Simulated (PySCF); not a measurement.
C₄H₃NO₂, SMILES `N#CC1=COCO1`.

Method: ωB97X/def2-SVP; geometry: GFN2-xTB; program: PySCF. No frequency check shows the geometry to be a minimum. Without diffuse functions Rydberg states are missing, so the states' numbers hold for this basis only.

Input

```python
import numpy as np
from pyscf import gto, scf, dft, tdscf
from pyscf.scf import atom_ks, atom_hf
from scipy.linalg import block_diag

def solve(mol, dm0=None, hcore=None):
    mf = (dft.UKS if mol.spin else dft.RKS)(mol, xc='wb97x')
    mf.grids.level = 3
    mf = mf.density_fit(auxbasis='def2-universal-jkfit')
    mf.conv_tol, mf.max_cycle = 1e-8, 80
    if hcore is not None:
        mf.get_hcore = lambda *args: hcore
    mf.kernel(dm0)
    if not mf.converged:
        mf = mf.newton().run(mf.mo_coeff, mf.mo_occ, max_cycle=30)
    assert mf.converged, 'SCF not converged'
    return mf

mol = gto.M(atom='''
N     -2.94666    -0.05294     0.00056
C     -1.80078    -0.01626    -0.00027
C     -0.40114     0.05437    -0.00072
C      0.40075     1.12959    -0.00017
O      1.70793     0.75576     0.00015
C      1.70272    -0.66184     0.00025
O      0.36602    -1.10280    -0.00023
H      0.18354     2.17755     0.00048
H      2.22083    -1.03270     0.90000
H      2.22139    -1.03300    -0.89829
''', basis='def2-svp', charge=0, spin=0, verbose=4)
mf = solve(mol)
td = mf.TDDFT()
td.nstates, td.singlet, td.conv_tol = 4, True, 1e-5
td.kernel()
td.analyze()
x, y = np.array([p[0] for p in td.xy]), np.array([p[1] + 0 * p[0] for p in td.xy])
f, mu = td.oscillator_strength(), td.transition_dipole()
nto = [td.get_nto(state=i + 1, verbose=4) for i in range(len(td.e))]
# spherically averaged free atoms, for the promolecule
atm = atom_ks.get_atm_nrks(mol, xc='wb97x')
pro = block_diag(*[(atm[a[0]][2] * atm[a[0]][3]) @ atm[a[0]][2].T for a in mol._atom])
np.savez('result.npz', e=td.e, f=f, ok=td.converged, w=[n[0] for n in nto], nto=[n[1] for n in nto], x=x, y=y, c=mf.mo_coeff, occ=mf.mo_occ, eps=mf.mo_energy, pro=pro, mu=mu)
```

Command:

```sh
OMP_NUM_THREADS=1 python input.py
```

The run took 6.3 min on 1 thread of Intel(R) Xeon(R) Platinum 8488C (Sapphire Rapids), with other jobs on the host, peak memory 0.75 GiB.

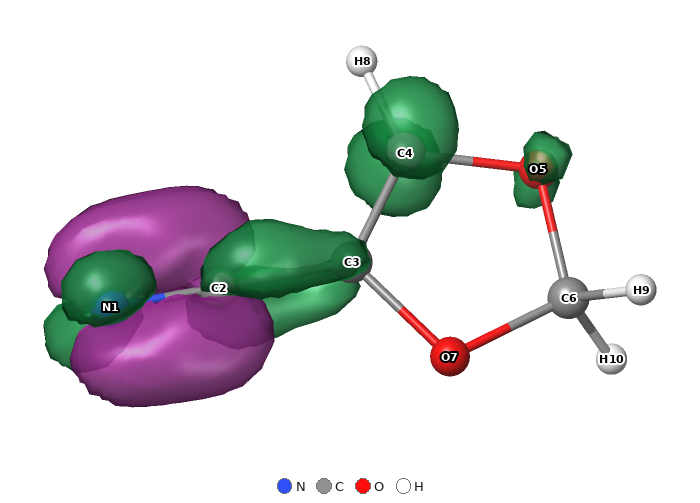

Unrelaxed difference density of S₃ less the ground state (full linear response singlet states), ±0.06 e/Å³; green: gain, purple: loss.

> How does the charge move on excitation?

0.68 e is displaced in all, of which about 0.3 e passes between atoms: N1 (0.19 e) and C2 (0.14 e) lose electrons and C4 (0.18 e) and C3 (0.09 e) gain them. The state: 7.43 eV (167 nm), f = 0.000 (dark); the leading pair carries 94 %; hole on N1 (48 %) and C2 (38 %), electron on N1 (29 %), C2 (25 %) and C4 (21 %); their centroids lie 1.0 Å apart.
